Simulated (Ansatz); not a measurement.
```xyz
12

F     1.7566   -1.3273    0.5171
C     1.0682   -0.2467    0.0715
C    -0.0179   -0.5122   -0.9857
C    -0.9404    0.4405   -0.2281
F    -0.9061    1.6975   -0.7144
F    -2.2182    0.0813   -0.0784
C    -0.0214    0.2982    1.0170
F    -0.4784   -0.6417    1.8549
F     0.2517    1.4048    1.7120
H     1.7675    0.5436   -0.2111
H    -0.3856   -1.5357   -0.9016
H     0.2012   -0.2575   -2.0195
```

Geometry: PBE0-D4/def2-TZVP.

Theory: Ansatz 0.2.0, RKS PBE0-D4/def2-TZVPP.

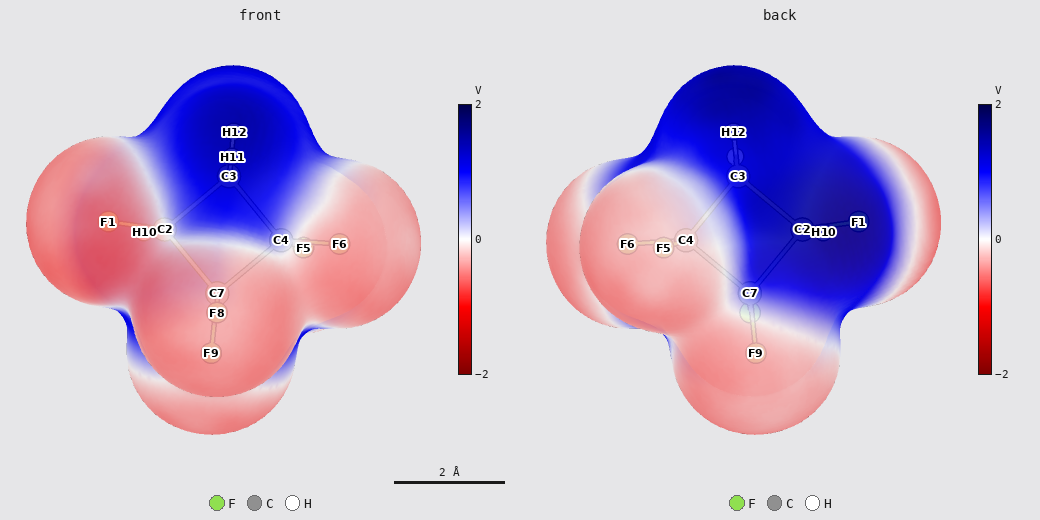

C$_{4}$H$_{3}$F$_{5}$ (SMILES FC1CC(F)(F)C1(F)F). The electrostatic potential painted on the density surface at 0.002 e/bohr³, seen from the front and from behind; red is negative and blue positive.

Q: Which sites attract a positive test charge, and which a negative one?

A: A positive charge is drawn to the negative regions and a negative charge to the positive ones. The most negative region (about −0.6 V) lies over F1, the most positive (about +1.6 V) over H10 and H12.
